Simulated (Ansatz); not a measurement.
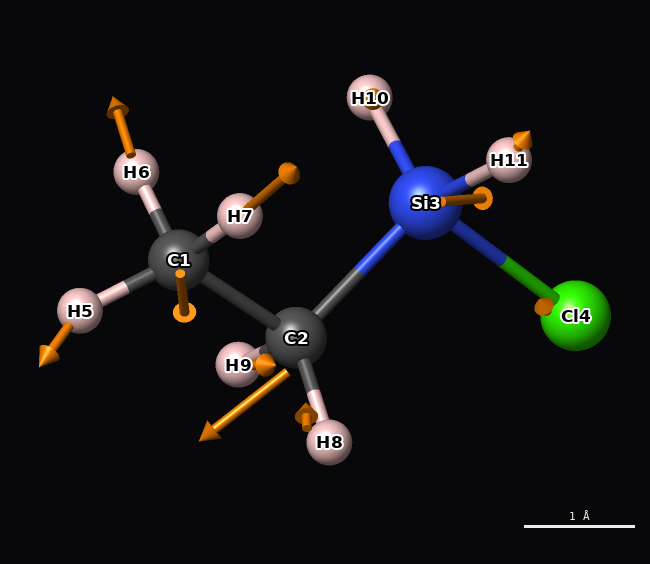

Arrows show the forces on the atoms, 0.2 Å of arrow for 1 eV/Å; forces under a tenth of the largest aren't drawn. Level of theory: PBE-D4/def2-TZVPP (Ansatz 0.2.0).

On which atom is the force largest, and how large is it?

Answer. On H7: 5.97 eV/Å.

Which bond do the forces act along most?

Answer. C1–H7, now 0.973 Å: the forces push its atoms apart, so a first step downhill lengthens it.

List the force components in the frame of the picture (x right, y up, z towards the viewer), in eV/Å.

```tsv
atom	Fx	Fy	Fz
C1	0.24	−2.21	−4.03
C2	−4.07	−3.19	−0.24
Si3	2.31	0.19	−4.14
Cl4	−0.36	0.57	0.92
H5	−1.38	−1.91	1.23
H6	−0.84	2.71	−1.90
H7	2.24	1.94	5.19
H8	−0.04	1.20	−1.19
H9	1.22	−0.02	1.95
H10	0.13	−0.07	1.31
H11	0.56	0.79	0.90
```
